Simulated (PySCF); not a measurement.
| atom | x (Å) | y (Å) | z (Å) |
| --- | --- | --- | --- |
| Yb | -0.1951 | 0.0000 | -0.1831 |
| S | 2.0830 | 0.0000 | 0.7777 |
| F | -2.0900 | 0.0000 | 0.6460 |

The highest occupied orbital lies above zero, a sign that basis and functional describe the outermost electron poorly.

These are results of PySCF 2.14.0, RKS PBE0, Yb def2-SVP with ECP28, S def2-SVP, F def2-SVP; non-relativistic Hamiltonian with scalar-relativistic core potentials where named; density fitting, not measurements.

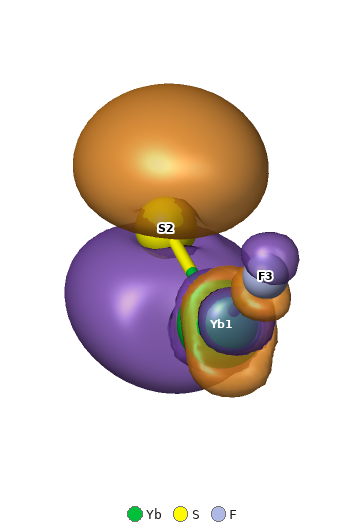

FSYb (charge −1). The HOMO at ±0.1 Å⁻³ᐟ² (orange and purple are the two phases), seen at an oblique angle.

Question: Describe this orbital and give its energy.

Answer: It lies mainly on S2 (about 65 %) and Yb1 (about 35 %); it is symmetric in the molecular plane (an in-plane orbital: σ, lone-pair or in-plane π type). Its energy is 0.03 eV.
